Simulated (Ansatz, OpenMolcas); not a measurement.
# Exact exchange and the HOMO–LUMO gap of C2H6Hg (dimethylmercury)

The species is C2H6Hg (9 atoms), meant as a singlet with charge 0. SMILES: `[CH3][Hg][CH3]`. The shape is that of a PBE0-D4/def2-TZVP optimisation.

The HOMO–LUMO gap y, in eV, basis def2-SVP with a core potential; a is the functional's share of exact exchange. Programs: Ansatz 0.2.0, OpenMolcas 26.06.

| functional | program | a | y (eV) |
| --- | --- | --- | --- |
| revPBE | Ansatz | 0 | 5.54 |
| r2SCAN | Ansatz | 0 | 6.05 |
| B3LYP | Ansatz | 0.2 | 6.73 |
| PBE0 | Ansatz | 0.25 | ? |
| mPW1PW91 | OpenMolcas | 0.25 | 7.30 |
| BHLYP | Ansatz | 0.5 | 8.78 |

Task: Fit y = c + s·a to the known rows and predict PBE0.

Result: 
1. Means of the 5 rows: a = 0.1900, y = 6.880.
2. Σ(Δa)² = 0.172, Σ(Δa·Δy) = 1.025, so the slope is 1.025/0.172 = 5.9593.
3. Intercept: 6.880 − (5.9593) × 0.1900 = 5.748. The largest residual of the fit is 0.30.
4. PBE0: 5.748 + (5.9593) × 0.25 = 7.24 eV.

The run gave 7.28 eV, so the prediction is off by -0.04 eV, within the scatter of the fit. Exact exchange lowers occupied levels and raises empty ones. The rows mix families of semi-local functionals, which the line can't see.

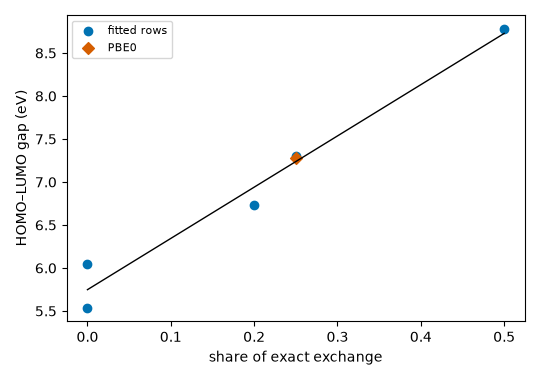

The fitted line, with the withheld row.
